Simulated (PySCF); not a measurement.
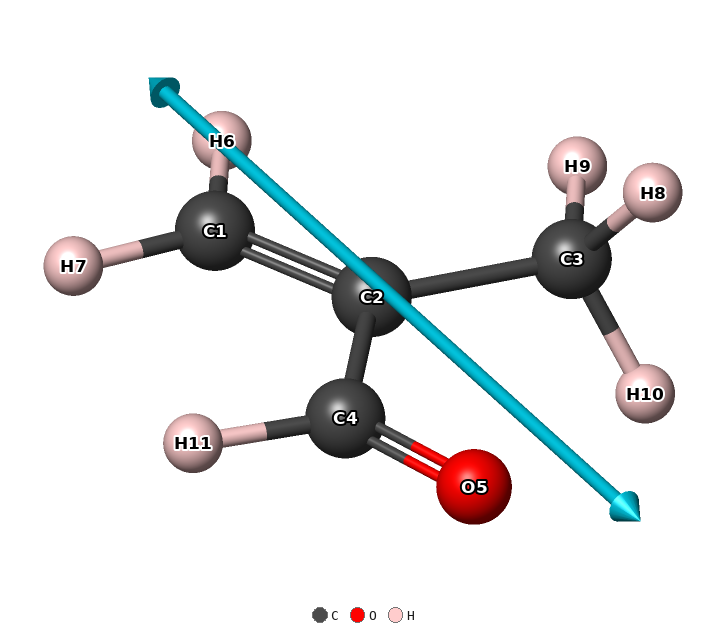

The double arrow shows the direction of the transition dipole to excited singlet state 2 (its length means nothing). The geometry was computed by an optimisation with PBE0-D3(BJ)/def2-SVP. No frequency run is at hand to confirm it as a minimum. Properties computed with TDDFT PBE0/aug-cc-pVDZ, vertical, gas phase, core orbitals frozen in the response (PySCF 2.14.0).

### How is the transition polarised?

Close to the long direction C1···O5.

### Where does the transition lie, and how strong is it?

5.91 eV (210 nm), oscillator strength 0.29, mainly HOMO−1 → LUMO (weight 0.92); transition dipole 3.58 D.
